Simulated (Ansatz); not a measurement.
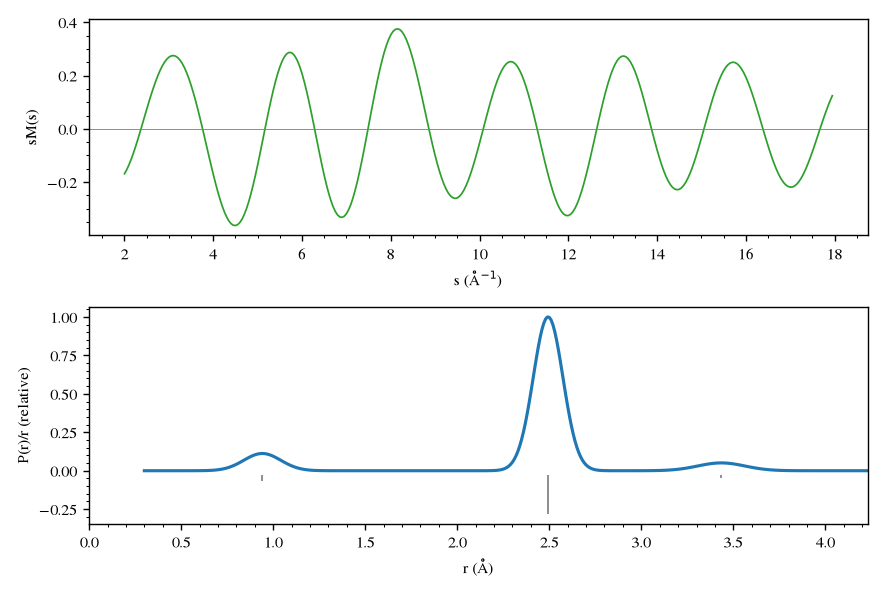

Simulated gas electron diffraction: reduced molecular intensity sM(s) from the Debye equation in the first Born approximation (top) and the radial distribution curve (bottom) of FHK (charge +1, ignored in the scattering factors). Each pair of atoms contributes with weight ZᵢZⱼ/r (bars below the curve); damping constant 0.002 Å²; vibrational amplitudes assumed, not computed: 0.05 Å for bonds, 0.078 Å for bonds to H, 0.06 + 0.015 r up to 0.15 Å for other pairs. The geometry is the end point of an optimisation (RKS PBE-D4/def2-SVP (Ansatz)); it may be a saddle point or a higher isomer.

Question: Which pairs of atoms lie under the first 3 clear peaks? Mark bonded pairs by – and others by ···.

Answer: Peak 1, 0.94 Å: F–H 0.94 Å
Peak 2, 2.49 Å: K–F 2.49 Å
Peak 3, 3.43 Å: K···H 3.43 Å
